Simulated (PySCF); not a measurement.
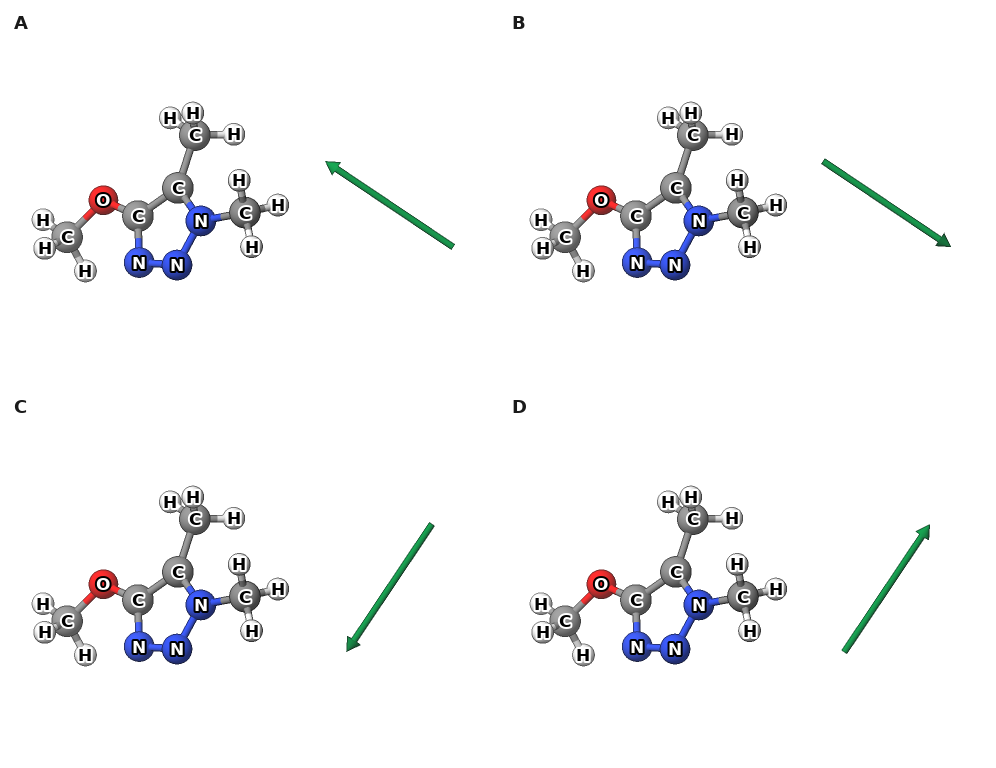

The same molecule four times, each with an arrow. The geometry was computed by an optimisation with GFN2-xTB. No frequency run is at hand to confirm it as a minimum. Level of theory: PBE0/pcSseg-1, gas phase (PySCF 2.14.0).

Which arrow points along the dipole moment, from the negative to the positive end?

Answer. D. The dipole moment is 3.47 D.
